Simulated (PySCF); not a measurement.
## Two runs on BSiPH5Cl

System: BSiPH5Cl, SMILES [SiH3]PBCl.
Method of the first run: TDDFT LDA/def2-SVPD, vertical, gas phase, core orbitals frozen in the response (PySCF 2.14.0).

The geometry comes from this level: PBE0-D3(BJ)/def2-SVP. Text and figures count atoms from 1; the logs count them from 0 in places.

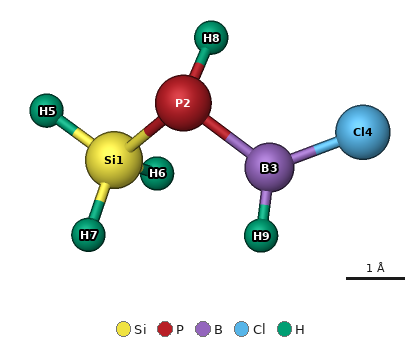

Fig. 1: The structure (ball-and-stick view, seen at a tilt; atoms are numbered from 1 in the order of the input).

Input file, the first run:
```
{"job": {"kind": "uv", "xc": "LDA", "basis": "def2-SVPD", "ip": true}, "charge": 0, "multiplicity": 1}
Si    -1.037118     0.112060    -0.268869
P      0.834202     1.345935    -0.030802
B      2.017828    -0.014493     0.509714
Cl     3.586135    -0.244706    -0.230690
H     -2.080380     0.977895    -0.892347
H     -0.854681    -1.111201    -1.106164
H     -1.456452    -0.285094     1.106327
H      1.213672     1.534667    -1.389607
H      1.739137    -0.703141     1.459941
```

The first line tells a small driver script what to run in PySCF; the rest is the geometry in Å.

Command:
```bash
OMP_NUM_THREADS=1 python <driver script> task.json out
```

Hardware: 1 CPU thread, shared host.

Output (the first run):
```
coarse grid: 9064 points
cycle   1  E = -1114.2257937719  dE =  3.189e-02  |g| = 2.052e-01  |ddm| = 3.319e+00
cycle   2  E = -1114.2202761580  dE =  5.518e-03  |g| = 2.334e-01  |ddm| = 8.177e-01
cycle   3  E = -1114.2383178236  dE = -1.804e-02  |g| = 7.548e-02  |ddm| = 4.546e-01
cycle   4  E = -1114.2401472360  dE = -1.829e-03  |g| = 3.493e-02  |ddm| = 1.363e-01
cycle   5  E = -1114.2405267661  dE = -3.795e-04  |g| = 5.721e-03  |ddm| = 5.299e-02
cycle   6  E = -1114.2405403715  dE = -1.361e-05  |g| = 1.564e-03  |ddm| = 1.155e-02
cycle   7  E = -1114.2405412750  dE = -9.035e-07  |g| = 3.422e-04  |ddm| = 2.991e-03
final grid: 73672 points
cycle   8  E = -1114.3611211108  dE = -7.696e-06  |g| = 1.366e-03  |ddm| = 3.250e-02
cycle   9  E = -1114.3611204160  dE =  6.948e-07  |g| = 1.833e-03  |ddm| = 5.727e-03
cycle  10  E = -1114.3611215545  dE = -1.139e-06  |g| = 5.618e-04  |ddm| = 3.673e-03
cycle  11  E = -1114.3611216850  dE = -1.305e-07  |g| = 1.174e-04  |ddm| = 9.080e-04
cycle  12  E = -1114.3611216893  dE = -4.304e-09  |g| = 3.614e-05  |ddm| = 1.940e-04
cycle  13  E = -1114.3611216897  dE = -4.163e-10  |g| = 9.042e-06  |ddm| = 5.687e-05
converged SCF energy = -1114.3611216897

Static polarisability (au): isotropic 92.199, principal 73.738 82.160 120.701

Singlet excitations
state   eV       nm        f      main configurations
  1   4.0627    305.2   0.02557   H->L 0.88, H-1->L 0.10
  2   4.7995    258.3   0.08331   H-1->L 0.86, H->L 0.09
  3   5.5491    223.4   0.04265   H-2->L 0.91
  4   5.7741    214.7   0.03147   H->L+1 0.88
  5   5.8322    212.6   0.02923   H-3->L 0.90
  6   5.9333    209.0   0.00487   H->L+2 0.88
  7   6.1433    201.8   0.00252   H-4->L 0.39, H-5->L 0.32, H->L+3 0.24
  8   6.2235    199.2   0.04872   H->L+3 0.66, H-4->L 0.17
  9   6.4285    192.9   0.00245   H->L+4 0.73, H-1->L+1 0.24
 10   6.6346    186.9   0.01560   H-6->L 0.55, H-5->L 0.16, H-1->L+1 0.11

Triplet excitations (Tamm-Dancoff, eV): 3.3598 4.2917 5.2327 5.3916
Vertical ionisation energy (delta-SCF) = 9.3691 eV
Vertical electron affinity (delta-SCF) = 0.3862 eV
```

For the second run the input was changed thus:
```diff
-"xc": "LDA"
+"xc": "BHandHLYP"
```

How does the second run compare with the first run?

The total energies belong to different methods, so their difference says nothing on which is more stable or more accurate. The HOMO goes from −6.57 to −8.50 eV. The LUMO goes from −2.96 to −0.85 eV. The lowest excitation goes from 4.06 to 4.90 eV. The strongest computed line goes from 4.80 to 5.75 eV. The functional changes from LDA to BHandHLYP. Exact exchange removes part of the self-interaction error of semilocal functionals, which pushes filled and empty levels apart. The SCF takes 11 iterations against 13.

Output (the second run):
```
coarse grid: 9064 points
cycle   1  E = -1118.4664590798  dE =  6.665e-02  |g| = 2.268e-01  |ddm| = 3.058e+00
cycle   2  E = -1118.4799698492  dE = -1.351e-02  |g| = 1.623e-01  |ddm| = 5.922e-01
cycle   3  E = -1118.4878461555  dE = -7.876e-03  |g| = 3.322e-02  |ddm| = 2.713e-01
cycle   4  E = -1118.4882339025  dE = -3.877e-04  |g| = 1.166e-02  |ddm| = 6.890e-02
cycle   5  E = -1118.4882883748  dE = -5.447e-05  |g| = 1.796e-03  |ddm| = 2.168e-02
cycle   6  E = -1118.4882898804  dE = -1.506e-06  |g| = 5.162e-04  |ddm| = 3.805e-03
final grid: 73672 points
cycle   7  E = -1118.5679758419  dE = -3.694e-06  |g| = 8.347e-04  |ddm| = 1.657e-02
cycle   8  E = -1118.5679759748  dE = -1.329e-07  |g| = 5.712e-04  |ddm| = 2.644e-03
cycle   9  E = -1118.5679760738  dE = -9.909e-08  |g| = 5.576e-05  |ddm| = 1.001e-03
cycle  10  E = -1118.5679760754  dE = -1.531e-09  |g| = 2.259e-05  |ddm| = 1.833e-04
cycle  11  E = -1118.5679760756  dE = -2.253e-10  |g| = 4.246e-06  |ddm| = 5.039e-05
converged SCF energy = -1118.5679760756

Static polarisability (au): isotropic 84.225, principal 69.241 76.554 106.881

Singlet excitations
state   eV       nm        f      main configurations
  1   4.9008    253.0   0.04678   H->L 0.78, H-1->L 0.17
  2   5.7540    215.5   0.10991   H-1->L 0.75, H->L 0.18
  3   6.6026    187.8   0.01947   H->L+3 0.41, H->L+2 0.40
  4   6.7210    184.5   0.05766   H->L+1 0.73, H-2->L 0.10, H->L+3 0.09
  5   6.9572    178.2   0.06279   H-2->L 0.75, H->L+1 0.10
  6   7.1480    173.5   0.04633   H->L+2 0.47, H->L+3 0.19, H->L+4 0.18
  7   7.6164    162.8   0.01417   H-3->L 0.54, H-6->L 0.38
  8   7.6814    161.4   0.03812   H->L+4 0.52, H->L+5 0.17, H->L+3 0.09
  9   7.8143    158.7   0.01636   H->L+5 0.22, H-4->L 0.13, H-1->L+1 0.13
 10   7.8938    157.1   0.07250   H-4->L 0.53, H-6->L 0.14

Triplet excitations (Tamm-Dancoff, eV): 4.0149 5.1556 5.7587 6.1134
Vertical ionisation energy (delta-SCF) = 9.4563 eV
```

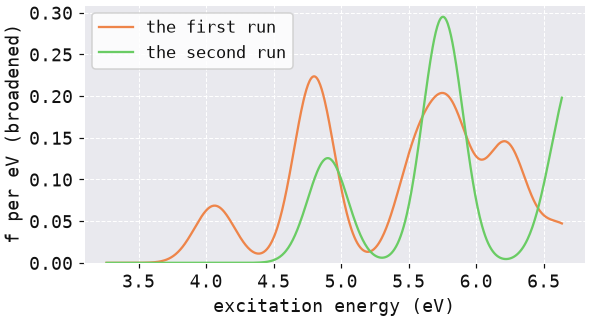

Fig. 2: Absorption of the two runs from their computed states, each broadened by a Gaussian of 0.35 eV full width; the range ends where the shorter list of states ends.

The two runs side by side:

```csv
quantity,the first run,the second run
outcome,converged,converged
total energy (hartree),−1114.361122,−1118.567976
HOMO (eV),−6.57,−8.50
LUMO (eV),−2.96,−0.85
dipole moment (D),1.25,1.26
lowest excitation (eV),4.06,4.90
SCF iterations,13,11
strongest computed line (eV),4.80,5.75
basis functions,135,135
wall time (shared host),30 s,33 s
```
